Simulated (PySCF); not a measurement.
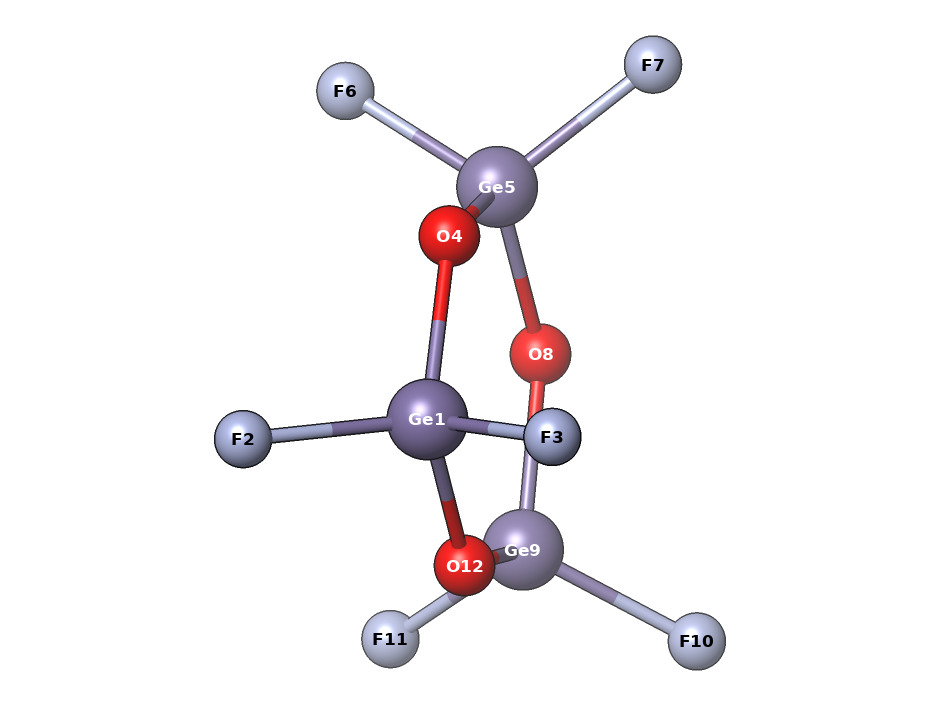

Ge9 lies behind O12. The molecule seen a little off the O12–Ge9 bond, O12 in front. Atoms fade into the background with distance from the viewer. The geometry was computed by an optimisation with PBE0-D3(BJ)/def2-SVP. No frequency run is at hand to confirm it as a minimum.

**What is the torsion angle Ge1–O12–Ge9–F10? The sign is positive where the front bond must turn clockwise to cover the back bond.**

120°, anticlinal.
